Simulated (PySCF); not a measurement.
SMILES c1(sccc1C)-c1c(C)ccs1 at its GFN2-xTB optimised geometry (Å):

```
22

C     -1.5533    -2.3165     0.0210
C     -0.1172    -1.9132     0.0075
C      0.9212    -2.8719     0.0022
C      2.1643    -2.3306    -0.0101
S      2.1116    -0.6176    -0.0155
C      0.3617    -0.6176    -0.0009
C     -0.3617     0.6176     0.0000
S     -2.1115     0.6176     0.0000
C     -2.1643     2.3305    -0.0001
C     -0.9211     2.8719     0.0000
C      0.1173     1.9132     0.0000
C      1.5534     2.3165     0.0003
H     -1.6300    -3.4008     0.0327
H     -2.0730    -1.9397    -0.8597
H     -2.0620    -1.9213     0.9000
H      0.7370    -3.9319     0.0076
H      3.1136    -2.8278    -0.0162
H     -3.1136     2.8277    -0.0001
H     -0.7369     3.9319     0.0002
H      2.0659     1.9369    -0.8835
H      1.6303     3.4009     0.0079
H      2.0694     1.9241     0.8764
```

Computed with B3LYP/def2-SVP (PySCF). Cells within 0.4 Å of a nucleus heavier than hydrogen are left out (blank, or x).

Map of the electrostatic potential (hartree/e), clipped to [-0.08, 0.12] on the plane z = 0.0 Å:

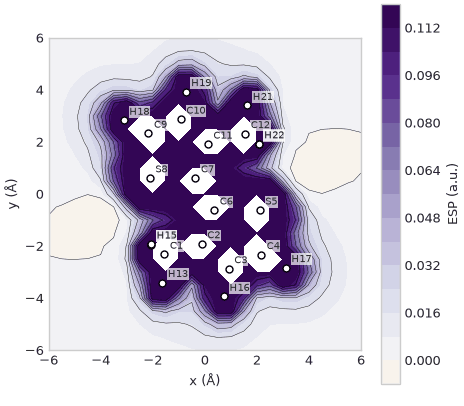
Figure. Electrostatic potential (hartree/e), clipped to [-0.08, 0.12] on the plane z = 0.0 Å.
